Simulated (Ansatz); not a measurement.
The relaxed structure here is a generated cell of Ag: the first start was made by a random draw of sites in a space group, and the end was not matched to a known phase here, so it may be hypothetical. Known forms of Ag include space group No. 225.

One stationary structure of Ag. Space group Cmmm (No. 65). These are PBEsol (plane waves to 420 eV, PAW, scalar-relativistic; Ansatz, a program for electronic structure) values and carry that method's errors.

```cif
data_Ag6
_chemical_formula_sum 'Ag6'
_space_group_name_H-M_alt 'Cmmm'
_space_group_IT_number 65
_space_group_name_Hall '-C 2 2'
_cell_length_a 5.50187
_cell_length_b 7.91383
_cell_length_c 2.80355
_cell_angle_alpha 90.000
_cell_angle_beta 90.000
_cell_angle_gamma 90.000
loop_
_atom_site_label
_atom_site_type_symbol
_atom_site_symmetry_multiplicity
_atom_site_Wyckoff_symbol
_atom_site_fract_x
_atom_site_fract_y
_atom_site_fract_z
_atom_site_occupancy
Ag1 Ag 4 f 0.25000 0.25000 0.50000 1
Ag2 Ag 2 b 0.00000 0.50000 0.00000 1
```
(The calculation used a cell of 3 atoms; values per cell refer to that cell.)

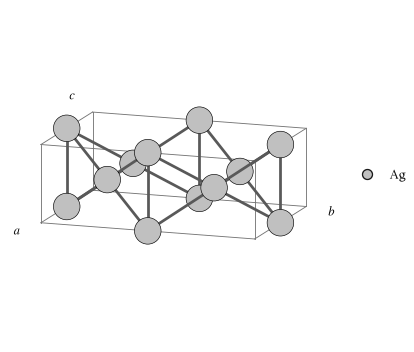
The conventional cell of the relaxed structure

```yaml
volume_per_atom: 20.34 Å³
band_gap: zero (metallic)
shortest_distances: Ag–Ag 2.75 Å
k-mesh: 10×10×17
```

No spin polarisation in the result.

The run could not lose the symmetry of its start, so the end can be a saddle point.
